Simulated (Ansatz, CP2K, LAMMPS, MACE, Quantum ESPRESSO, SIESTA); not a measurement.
# Amorphous 86HfO2-14SiO2 (mol %) (84 atoms): relaxed, then solved by several programs

What does relaxation change in amorphous 86HfO2-14SiO2 (mol %) (84 atoms), and how far do other programs agree with plane waves on the relaxed cell?

These are calculated values.

## Step 1: The structure

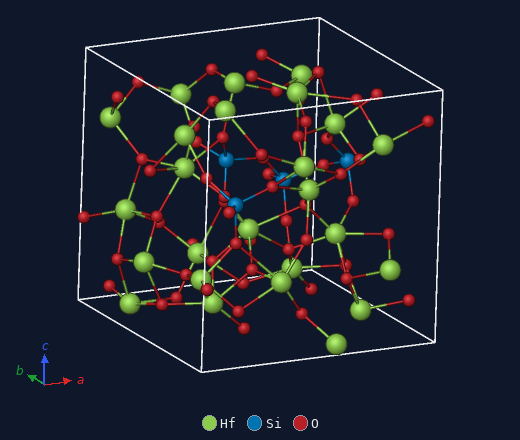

The cell (hafnium green, silicon blue, oxygen red). Bonds to atoms that aren't drawn are left out. Some periodic images of atoms are drawn too.

The cell holds 84 atoms (24 Hf, 4 Si and 56 O), with edges of 10.53, 10.53 and 10.53 Å. Recipe: 84 atoms (24 Zr, 4 Si, 56 O) placed at random at 4.54 g/cm³, melted at 5000 K for 10 ps at fixed volume with the Morse and Coulomb pair potential with partial charges (Pedone, Malavasi, Menziani, Cormack and Segre, J. Phys. Chem. B 110, 11780 (2006)). Quenched from 5000 K to 300 K at 50 K/ps and fixed volume, held 5 ps, then minimised at fixed cell. Then Zr was replaced by Hf (the potential has no terms for the new elements, so the cell is a start for a DFT relaxation). Then the atoms were relaxed with MACE MPA-0 medium in the fixed cell. Then the atoms were relaxed with CP2K double zeta, PBE.

## Step 2: The relaxation

CP2K double zeta (DZVP-MOLOPT-SR, GTH-PBE potentials, 480 Ry; k-points Γ) took 42 geometry steps and reached its thresholds. It started from the geometry that MACE MPA-0 medium had relaxed.

It took 34 min on 4 MPI ranks of AMD EPYC 7R43, shared host; peak memory 3.5 GiB.

|  | before | after |
| --- | --- | --- |
| energy (meV/atom) | 0 | -5.4 |
| Hf-O bonds under 2.82 Å | 141 at 2.148 Å | 142 at 2.149 Å |
| Si-O bonds under 2.12 Å | 16 at 1.662 Å | 16 at 1.663 Å |

Atoms moved by 0.06 Å r.m.s. and 0.15 Å at most, with the common shift taken off.

## Step 3: Local order after relaxation

Density 7.52 g/cm³, 13.91 Å³ an atom.

Pair distribution functions g(r), in bins of 0.2 Å:

| r (Å) | total | O-O | O-Hf | O-Si | Hf-Hf | Hf-Si | Si-Si |
| --- | --- | --- | --- | --- | --- | --- | --- |
| 1.60 | 0.64 | 0.00 | 0.00 | 10.00 | 0.00 | 0.00 | 0.00 |
| 1.80 | 0.17 | 0.00 | 0.10 | 2.09 | 0.00 | 0.00 | 0.00 |
| 2.00 | 2.16 | 0.00 | 5.67 | 0.00 | 0.00 | 0.00 | 0.00 |
| 2.20 | 1.59 | 0.00 | 4.20 | 0.00 | 0.00 | 0.00 | 0.00 |
| 2.40 | 0.16 | 0.10 | 0.31 | 0.00 | 0.00 | 0.00 | 0.00 |
| 2.60 | 0.89 | 1.70 | 0.36 | 0.00 | 0.00 | 0.00 | 0.00 |
| 2.80 | 1.23 | 2.53 | 0.22 | 0.28 | 0.00 | 0.00 | 0.00 |
| 3.00 | 0.98 | 2.04 | 0.08 | 0.00 | 0.18 | 0.00 | 12.30 |
| 3.20 | 0.94 | 1.69 | 0.14 | 0.21 | 1.38 | 0.47 | 0.00 |
| 3.40 | 0.94 | 1.06 | 0.27 | 1.08 | 2.37 | 3.83 | 0.00 |
| 3.60 | 0.97 | 0.65 | 0.85 | 1.60 | 2.23 | 2.62 | 0.00 |
| 3.80 | 0.99 | 0.53 | 1.18 | 1.28 | 2.48 | 0.66 | 0.00 |
| 4.00 | 1.15 | 0.77 | 1.46 | 1.18 | 1.82 | 0.63 | 0.00 |
| 4.20 | 1.00 | 0.98 | 1.08 | 1.64 | 0.55 | 0.00 | 0.00 |
| 4.40 | 1.00 | 0.78 | 1.16 | 1.81 | 0.75 | 1.25 | 0.00 |
| 4.60 | 0.93 | 0.53 | 1.40 | 1.09 | 0.46 | 1.83 | 0.00 |
| 4.80 | 1.13 | 0.90 | 1.69 | 0.45 | 0.48 | 0.62 | 2.44 |
| 5.00 | 0.96 | 0.96 | 1.10 | 0.66 | 0.71 | 0.38 | 0.00 |
| 5.20 | 1.08 | 1.29 | 0.94 | 0.69 | 0.72 | 1.43 | 2.13 |

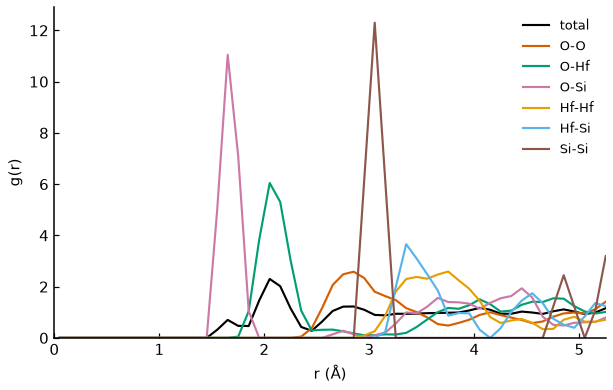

Pair distribution functions, lightly smoothed.

Bonds by pair of elements; cutoffs follow the first minimum of g(r), held within bounds set by covalent radii, and pairs that aren't listed don't count as bonded:

| pair A-B | cutoff (Å) | bonds | mean length (Å) | spread (Å) | shortest (Å) | B about A | A about B |
| --- | --- | --- | --- | --- | --- | --- | --- |
| O-Hf | 2.82 | 142 | 2.15 | 0.182 | 1.89 | 2.54 | 5.92 |
| O-Si | 2.12 | 16 | 1.66 | 0.029 | 1.63 | 0.286 | 4 |

How many atoms have how many bonded neighbours:

| element | mean | 2 | 3 | 4 | 5 | 6 | 7 |
| --- | --- | --- | --- | --- | --- | --- | --- |
| Hf | 5.92 | 0 | 0 | 0 | 3 | 20 | 1 |
| O | 2.82 | 15 | 37 | 3 | 1 | 0 | 0 |
| Si | 4 | 0 | 0 | 4 | 0 | 0 | 0 |

Bond angles, per cent of each kind in bins of 5°:

| angle (°) | O-Hf-O | Hf-O-Hf | O-Si-O | Hf-O-Si |
| --- | --- | --- | --- | --- |
| 55–60 | 0.3 | 0.0 | 0.0 | 0.0 |
| 60–65 | 0.0 | 0.0 | 0.0 | 0.0 |
| 65–70 | 4.0 | 0.0 | 0.0 | 0.0 |
| 70–75 | 8.0 | 0.8 | 0.0 | 0.0 |
| 75–80 | 11.4 | 1.5 | 0.0 | 0.0 |
| 80–85 | 9.7 | 0.8 | 0.0 | 0.0 |
| 85–90 | 9.4 | 0.8 | 0.0 | 0.0 |
| 90–95 | 10.5 | 6.1 | 0.0 | 0.0 |
| 95–100 | 6.3 | 12.1 | 4.2 | 0.0 |
| 100–105 | 8.6 | 12.9 | 25.0 | 5.0 |
| 105–110 | 2.9 | 12.1 | 25.0 | 0.0 |
| 110–115 | 2.3 | 8.3 | 20.8 | 10.0 |
| 115–120 | 2.9 | 5.3 | 16.7 | 10.0 |
| 120–125 | 2.3 | 4.5 | 8.3 | 0.0 |
| 125–130 | 0.6 | 9.8 | 0.0 | 20.0 |
| 130–135 | 1.7 | 10.6 | 0.0 | 0.0 |
| 135–140 | 1.1 | 5.3 | 0.0 | 35.0 |
| 140–145 | 1.4 | 3.0 | 0.0 | 10.0 |
| 145–150 | 3.1 | 3.0 | 0.0 | 0.0 |
| 150–155 | 3.4 | 3.0 | 0.0 | 0.0 |
| 155–160 | 2.0 | 0.0 | 0.0 | 5.0 |
| 160–165 | 3.4 | 0.0 | 0.0 | 0.0 |
| 165–170 | 2.0 | 0.0 | 0.0 | 0.0 |
| 170–175 | 2.9 | 0.0 | 0.0 | 5.0 |

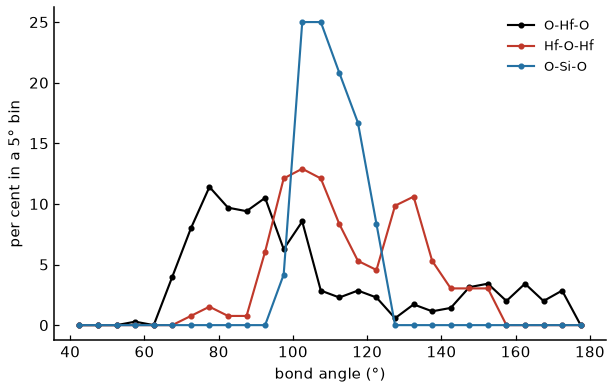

Distributions of the most common bond angles.

Bond angles (no mean is given where the spread exceeds 20°):

| angle | count | mean (°) | spread (°) |
| --- | --- | --- | --- |
| O-Hf-O | 351 | - | - |
| Hf-O-Hf | 132 | 115 | 17.8 |
| O-Si-O | 24 | 110 | 6.8 |
| Hf-O-Si | 20 | 132 | 15.4 |
| Si-O-Si | 2 | 132 | 4.6 |

Bond length by coordination (bonds to H left out):

| element | coordination | atoms | mean bond length (Å) |
| --- | --- | --- | --- |
| Hf | 5 | 3 | 2.12 |
| Hf | 6 | 20 | 2.15 |
| Hf | 7 | 1 | 2.24 |
| O | 2 | 15 | 1.89 |
| O | 3 | 37 | 2.12 |
| O | 4 | 3 | 2.28 |
| O | 5 | 1 | 2.42 |

By these cutoffs 83 % of Hf atoms have 6, 66 % of O atoms have 3 and all Si atoms have 4 bonded neighbours.

## Step 4: The plane-wave reference

Quantum ESPRESSO 7.5: Kohn-Sham DFT, PBE, SSSP efficiency 1.3.0 pseudopotentials, plane waves. Its input for the relaxed cell:

```
&control
  calculation = 'scf'
  pseudo_dir = './pseudo'
  outdir = './tmp'
  disk_io = 'none'
  tprnfor = .true.
  tstress = .true.
/
&system
  ibrav = 0
  nat = 84
  ntyp = 3
  ecutwfc = 60
  ecutrho = 480
  nosym = .true.
  occupations = 'smearing'
  smearing = 'fd'
  degauss = 0.003675
/
&electrons
  conv_thr = 4.2e-07
  electron_maxstep = 100
  mixing_beta = 0.4
  mixing_mode = 'plain'
  diagonalization = 'david'
/
ATOMIC_SPECIES
Hf 178.490 Hf.upf
Si 28.085 Si.upf
O 15.999 O.upf
CELL_PARAMETERS angstrom
10.53210 0.00000 0.00000
0.00000 10.53210 0.00000
0.00000 0.00000 10.53210
ATOMIC_POSITIONS crystal
Hf 0.09646 0.82160 0.39693
Hf 0.80944 0.77402 0.85845
Hf 0.40934 0.14358 0.26731
[... 79 atom lines left out ...]
O 0.51319 0.14551 0.42266
O 0.25598 0.84762 0.31950
K_POINTS gamma
```

It took 2.9 min on 4 MPI ranks of AMD EPYC 7R43, shared host; peak memory 3.9 GiB.

## Step 5: All levels at this geometry

CPU times are from a shared host and are rough.

```
                level                    basis or training data  k-points  own r.m.s. force (meV/Å)  difference from the reference (meV/Å)  pressure (GPa)  Kohn-Sham gap (eV)  CPU time  memory (GiB)
              QE, PBE   plane waves, SSSP efficiency, 60/480 Ry         Γ                       147                                      -           -4.01                3.80    11 min           3.9
CP2K triple zeta, PBE     TZV2P-UZH, GTH-PBE potentials, 600 Ry         Γ                       102                                    119           -6.84                3.84    13 min           7.1
      SIESTA DZP, PBE  DZP orbitals, shift 0.01 Ry, mesh 400 Ry         Γ                       261                                    170           -2.13                3.69   5.1 min           1.9
    MACE MPA-0 medium        trained on PBE(+U) plane-wave data         -                       177                                     87           -4.13                   -     8.1 s           1.0
```

The gap is the spacing of the highest filled and lowest empty Kohn-Sham level on the mesh; a dash marks partly filled levels, a spacing under 0.15 eV or a method without such levels.

## Step 6: What came out

Relaxation in the fixed cell lowers the energy by 5 meV/atom at its own level and moves atoms by up to 0.15 Å. By the cutoffs of the final cell 2 bonds formed and 1 was lost, leaving 158. The reference finds an r.m.s. force of 147 meV/Å there and a pressure of -4.01 GPa, at a geometry that CP2K double zeta made.

Forces differ from the reference's by 87 meV/Å (MACE MPA-0 medium), 119 meV/Å (CP2K triple zeta, PBE) and 170 meV/Å (SIESTA DZP, PBE). CP2K double zeta is at its own minimum here, so the reference's force is itself a measure of how the two differ. Pressures lie -0.1 GPa (MACE MPA-0 medium), -2.8 GPa (CP2K triple zeta, PBE) and +1.9 GPa (SIESTA DZP, PBE) from the reference's. The highest filled and lowest empty levels lie 3.80 eV apart in the reference, against 3.84 eV in CP2K triple zeta, PBE and 3.69 eV in SIESTA DZP, PBE. By these cutoffs 83 % of Hf atoms have 6, 66 % of O atoms have 3 and all Si atoms have 4 bonded neighbours.

Caveats: The density was set by the recipe and held. One sample of a disordered cell; defect or tail levels can set the gap. Gaps are read on the mesh, which holds the band edges only if they fold onto it, and semilocal functionals tend to put them under measured ones. The quench rate of 50 K/ps is many orders above laboratory rates, so the cell is likely richer in defects and strain than a real sample. The reference samples only Γ, in a cell whose shortest periodic width is 11 Å. Spin–orbit coupling is left out, which matters for the levels of the heavy elements. The plane-wave runs aren't exact: their cutoffs and mesh weren't converged further here. SIESTA's automatically made basis is far from complete, and its potentials were converted by us (checked for H, C, O, Si, Ge and Ca alone). Where levels are smeared, the DFT runs use Fermi–Dirac occupations at 580 K (0.05 eV), and energies are free energies.

[Logs are printed without paths, hosts, clocks, repeated set-up lines and the standing remarks that a program may print on its own settings, such as how far it seeks lower states.]

[Hosts, paths, dates, database ids (printed as entryN), source tags and the programs' standing remarks are cut or masked in the printed files.]
